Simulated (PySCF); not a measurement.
CO

```tsv
atom	x (Å)	y (Å)	z (Å)
C	0.0000	0.0000	-0.6439
O	0.0000	0.0000	0.4831
```

Computed with PySCF 2.14.0, PBE0/cc-pVTZ(-PP), non-relativistic Hamiltonian with scalar-relativistic core potentials where named, at a bond length of 1.127 Å.

### What can the converged electron density and electron localisation function tell about the bonding?

C–O (1.13 Å): the density is about 4.3 e/Å³ at the midpoint; the ELF peaks at about 0.90 between the atoms; a short, multiple covalent bond.

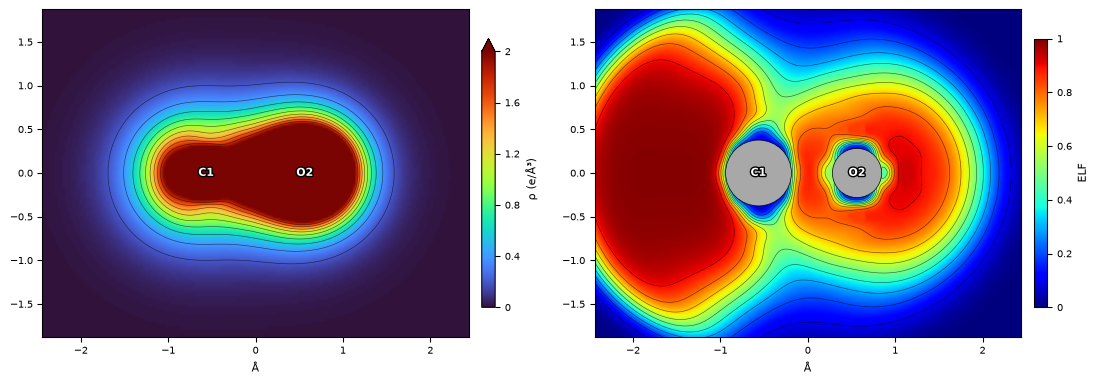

Computed electron density and electron localisation function on a plane that holds the molecular axis, in this order. Grey discs cover the atomic cores in the ELF map. 
